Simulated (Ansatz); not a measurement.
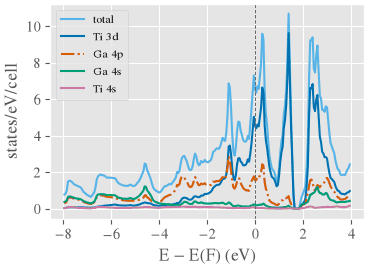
*Total and projected density of states of TiGa2 in space group Fddd (No. 70; Ga on 16f, Ti on 8b), PBEsol (plane waves, PAW; program Ansatz)*

### Question
Which orbitals carry the states next to the Fermi level?

### Answer
Within 0.5 eV of the Fermi level: Ti 3d 68 %, Ga 4p 25 %. Projections are on Löwdin-orthogonalised atomic valence shells; empty p or d shells of many metals are not among them.

The start of the workflow was typed in or built on a structure type; neither database checked (COD, Materials Project) lists it. Whether it is the stable phase at ambient conditions was not checked. The PBEsol relaxation kept the symmetry of its start; its stability against distortions is not shown here. No spin polarisation was allowed. Scalar-relativistic: spin–orbit coupling is off unless named, which matters more the heavier the elements.

Potentials: the later of the program's two PAW sets.
